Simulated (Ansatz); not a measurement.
**PBE/6-311+G(d,p) run of SiHClF2 (SMILES F[SiH](F)Cl)**

What is the electronic atomisation energy of SiHClF2 at PBE/6-311+G**? 

Program for the calculation: Ansatz 0.2.0.

44 further runs of the same task are left out: 44 set aside as unsound or not needed. Runs told in other sessions of the task aren't counted.

## 1. The structure to begin with

The species is SiHClF2 (5 atoms), meant as a singlet with charge 0. SMILES: `F[SiH](F)Cl`. Geometry: relaxed at PBE0-D4/def2-TZVP.

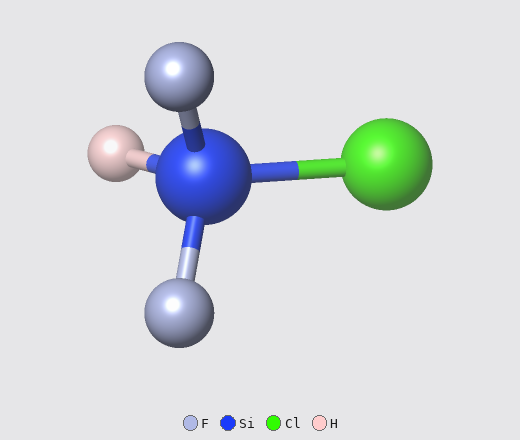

The structure, seen from a chosen angle (fluorine light blue, silicon blue, chlorine green, hydrogen pink).

## 2. A single-point energy at PBE/6-311+G(d,p)

The input, job.yaml:

```yaml
crystal:
  periodic: [false, false, false]
  atoms:
    - {symbol: F, position_ang: [-0.339600, -0.621400, 1.420100]}
    - {symbol: Si, position_ang: [0.095900, -0.000200, 0.037800]}
    - {symbol: F, position_ang: [-0.033500, 1.566800, 0.156500]}
    - {symbol: Cl, position_ang: [-1.157500, -0.656000, -1.401500]}
    - {symbol: H, position_ang: [1.484600, -0.363000, -0.254200]}
basis:
  gaussian:
    orbitals: 6-311+G_st__st_-spherical.json
hamiltonian:
  xc: pbe
accuracy: high
output: {orbitals: {seedname: orbitals}}
```

The basis set 6-311+G** is read from a file made from the Basis Set Exchange's data (not shown).

Command:

```console
$ ansatz run job.yaml --threads 1 --pin off --max-ram 3480MiB --events-out events.jsonl --progress --plain --runs-dir runs
```

Output:

```text
Warning: RAYON_NUM_THREADS=1 ignored (pool sized by the plan → 1); use --threads N
Functional definition: PBE
  name "PBE"
  parameter kappa = 0.804
  parameter beta = 0.06672455060314922
  exchange = pbe_x(kappa = kappa, mu = beta*pi^2/3)
  correlation = pbe_c(beta = beta)
1916 factors; integrals over basis functions are off by at most 4.4e-9 eV
mean field evaluation 1: about -25839.2770 eV, gradient 5.0e1 eV
mean field evaluation 2: about -25827.6328 eV, gradient 1.0e2 eV
mean field evaluation 4: about -25842.7112 eV, gradient 2.5e0 eV
mean field evaluation 8: about -25842.7209 eV, gradient 2.4e-1 eV
mean field evaluation 16: about -25842.7210 eV, gradient 6.6e-5 eV
mean field -25842.72103793 eV, -949.7024813185 hartree, gradient 4.9e-8 eV, S^2 0.000000; 0 other end points of the search recorded, 0 dependent functions left out
reference -25842.72104465 eV, -949.7024815654 hartree; 25, 25 occupied and 85, 85 virtual orbitals, 1916 factors
Total energy: -25842.72104465 eV, -949.7024815654 hartree
```

Run time: 9 s. Hardware: 1 thread of Arm Neoverse V1, shared host; peak memory 0.25 GiB.

## 3. The Cl atom

The input, job.yaml:

```yaml
crystal:
  periodic: [false, false, false]
  atoms:
    - {symbol: Cl, position_ang: [0.000000, 0.000000, 0.000000]}
basis:
  gaussian: {orbitals: 6-311+G_st__st_-spherical.json}
magnetization: {spin_polarized: true, initial_magnetization: 1}
hamiltonian: {xc: pbe}
accuracy: high
```

The basis set 6-311+G** is read from a file made from the Basis Set Exchange's data (not shown).

Run the same way, it converges to -459.95758 Eh (log not shown).

## 4. The F atom

The input, input.yaml:

```yaml
crystal:
  periodic: [false, false, false]
  atoms:
    - {symbol: F, position_ang: [0.000000, 0.000000, 0.000000]}
basis:
  gaussian:
    orbitals: 6-311+G_st__st_.json
magnetization:
  spin_polarized: true
  initial_magnetization: 1
hamiltonian:
  xc: pbe
accuracy: high
```

The basis set 6-311+G** is read from a file made from the Basis Set Exchange's data (not shown).

Run the same way, it converges to -99.65986 Eh (log not shown).

## 5. The H atom

The input, in.yaml:

```yaml
crystal:
  periodic: [false, false, false]
  atoms:
    - {symbol: H, position_ang: [0.000000, 0.000000, 0.000000]}
basis:
  gaussian:
    orbitals: 6-311+G_st__st_.json
magnetization:
  spin_polarized: true
  initial_magnetization: 1
hamiltonian:
  xc: pbe
accuracy: high
```

The basis set 6-311+G** is read from a file made from the Basis Set Exchange's data (not shown).

Command:

```console
$ ansatz run in.yaml --threads 1 --pin off --max-ram 3480MiB --events-out events.jsonl --progress --plain --runs-dir runs
```

Output:

```text
Warning: RAYON_NUM_THREADS=1 ignored (pool sized by the plan → 1); use --threads N
Functional definition: PBE
  name "PBE"
  parameter kappa = 0.804
  parameter beta = 0.06672455060314922
  exchange = pbe_x(kappa = kappa, mu = beta*pi^2/3)
  correlation = pbe_c(beta = beta)
21 factors; integrals over basis functions are off by at most 2.5e-9 eV
mean field evaluation 1: about -13.5915 eV, gradient 5.6e-1 eV
mean field evaluation 2: about -13.5958 eV, gradient 8.7e-2 eV
mean field evaluation 4: about -13.5953 eV, gradient 2.5e-3 eV
mean field evaluation 8: about -13.5953 eV, gradient 8.9e-7 eV
mean field -13.59531715 eV, -0.4996186900 hartree, gradient 3.8e-9 eV, S^2 0.750000; 0 other end points of the search recorded, 0 dependent functions left out
reference -13.59531956 eV, -0.4996187786 hartree; 1, 0 occupied and 5, 6 virtual orbitals, 21 factors
Total energy: -13.59531956 eV, -0.4996187786 hartree
```

It took 0.1 s on 1 thread of Arm Neoverse V1, shared host.

## 6. The Si atom

The input, run.yaml:

```yaml
crystal:
  periodic: [false, false, false]
  atoms:
    - {symbol: Si, position_ang: [0.000000, 0.000000, 0.000000]}
basis:
  gaussian: {orbitals: 6-311+G_st__st_-spherical.json}
magnetization: {spin_polarized: true, initial_magnetization: 2}
hamiltonian: {xc: {name: PBE}}
accuracy: high
```

The basis set 6-311+G** is read from a file made from the Basis Set Exchange's data (not shown).

Command:

```console
$ ansatz run run.yaml --threads 1 --pin off --max-ram 3480MiB --events-out events.jsonl --progress --plain --runs-dir runs
```

Output:

```text
Warning: RAYON_NUM_THREADS=1 ignored (pool sized by the plan → 1); use --threads N
Functional definition: PBE
  name "PBE"
  parameter kappa = 0.804
  parameter beta = 0.06672455060314922
  exchange = pbe_x(kappa = kappa, mu = beta*pi^2/3)
  correlation = pbe_c(beta = beta)
230 factors; integrals over basis functions are off by at most 3.5e-9 eV
mean field evaluation 1: about -7870.0695 eV, gradient 3.8e0 eV
mean field evaluation 2: about -7870.1721 eV, gradient 2.8e0 eV
mean field evaluation 4: about -7870.2097 eV, gradient 3.1e-1 eV
mean field evaluation 8: about -7870.2088 eV, gradient 3.2e-3 eV
mean field evaluation 16: about -7870.1231 eV, gradient 2.9e0 eV
mean field evaluation 32: about -7870.0369 eV, gradient 6.7e0 eV
mean field -7870.20884640 eV, -289.2248404861 hartree, gradient 1.3e-8 eV, S^2 2.001923; 3 other end points of the search recorded, 0 dependent functions left out
reference -7870.20884946 eV, -289.2248405986 hartree; 8, 6 occupied and 22, 24 virtual orbitals, 230 factors
Total energy: -7870.20884946 eV, -289.2248405986 hartree
```

Wall time 1.6 s (1 thread of Arm Neoverse V1, shared host).

## 7. Outcome

At PBE/6-311+G**:

| quantity | value |
| --- | --- |
| molecule: total energy | -949.70248 Eh |
| molecule: HOMO energy | -8.68 eV |
| molecule: LUMO energy | -0.65 eV |
| molecule: HOMO–LUMO gap | 8.03 eV |
| Cl atom: total energy | -459.95758 Eh |
| Cl atom: ⟨S²⟩ | 0.752 |
| F atom: total energy | -99.65986 Eh |
| F atom: ⟨S²⟩ | 0.751 |
| H atom: total energy | -0.49962 Eh |
| H atom: ⟨S²⟩ | 0.750 |
| Si atom: total energy | -289.22484 Eh |
| Si atom: ⟨S²⟩ | 2.002 |
| electronic atomisation energy | 19.068 eV |

Taking the molecule apart into free atoms costs 19.07 eV (1840 kJ/mol), before zero-point energy and without spin-orbit coupling.
